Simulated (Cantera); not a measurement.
A closed system holds: 1 mol (CH3)2SiCl2, 0.4 mol C2H2, 150 mol H2, 0.087 mol C2H4, equilibrated at 0.590 bar.

Cantera equilibrium calculation (NASA polynomials, part measured and part estimated; ideal gas, pure solids and liquids). Candidate condensed phases: C, C6H6, C7H8, C8H18, Si, SiC; 109 gas species. The feed counts by its element totals alone. The tables' values for SiCl are old estimates; treat these amounts as uncertain. Gases not in the tables: Si2H6 and higher silanes. Kinetics and transport are ignored.

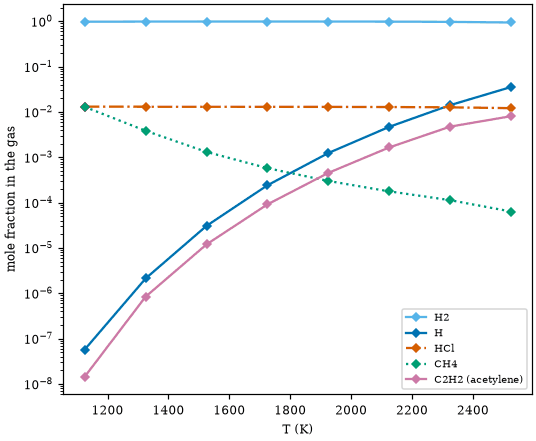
Figure: Equilibrium gas composition (values under 1e-9 drawn at 1e-9)

Problem. Read off the mole fractions at 2325 K.

Solution. H2 about 0.97, H about 0.014, HCl about 0.013, C2H2 (acetylene) about 0.0047, CH4 about 0.00011.
